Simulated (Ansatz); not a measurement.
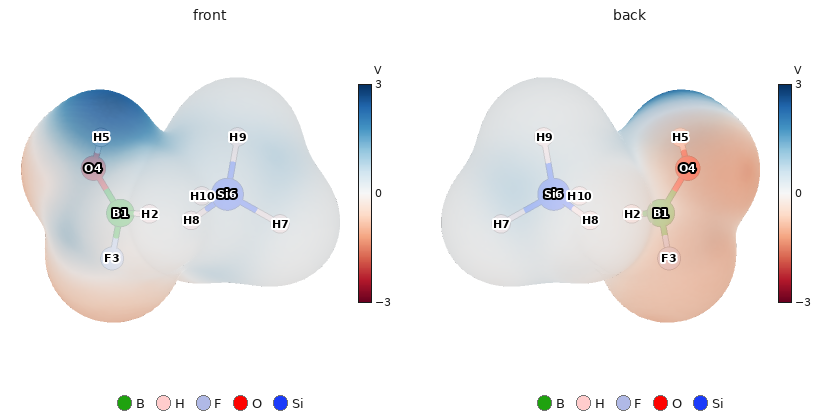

BFH$_{2}$O···SiH$_{4}$. The electrostatic potential painted on the density surface at 0.001 e/bohr³, seen from the front and from behind; red is negative and blue positive.

Not at a stationary point (largest force 0.6 eV/Å).

These are results of Ansatz, RKS PBE0/6-31G*, not measurements.

| atom | x (Å) | y (Å) | z (Å) |
| --- | --- | --- | --- |
| B | 0.0643 | -0.4660 | -0.0678 |
| H | -0.0009 | -0.8174 | 1.0673 |
| F | 1.2528 | -0.2154 | -0.6002 |
| O | -1.0141 | -0.3347 | -0.8753 |
| H | -1.8339 | -0.5579 | -0.4177 |
| Si | 0.0467 | 2.4653 | 1.1067 |
| H | 0.8532 | 3.0443 | 2.2174 |
| H | 0.7623 | 2.6442 | -0.1820 |
| H | -1.2738 | 3.1499 | 1.0484 |
| H | -0.1554 | 1.0294 | 1.3614 |

Where is the surface potential most negative and most positive?

Answer. The most negative region (about −1.2 V) lies over O4, the most positive (about +2.5 V) over H5. O4 is the likeliest acceptor of a hydrogen bond.
